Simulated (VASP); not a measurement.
Band structure of MnF2 (rutile). All values below come from revTPSS meta-GGA, VASP's PBE PAW potentials (set 64) (plane waves; VASP).

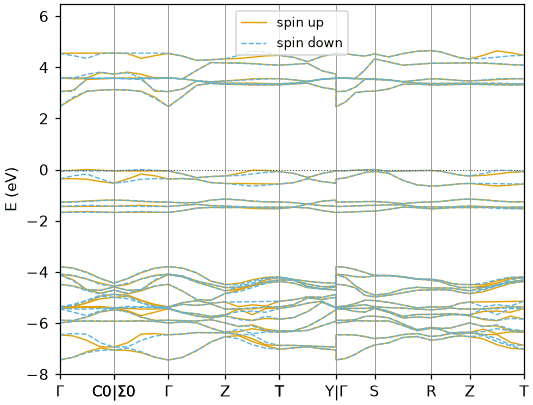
Figure: Bands along high-symmetry lines, zero at the valence-band maximum or, without a gap, the Fermi level

Q: Read the plot: is there a gap, and where are the band edges?

A: The gap is indirect, 2.46 eV, from the valence maximum at S to the conduction minimum at Γ.

The compound is MnF2 in the rutile structure. It was relaxed first.
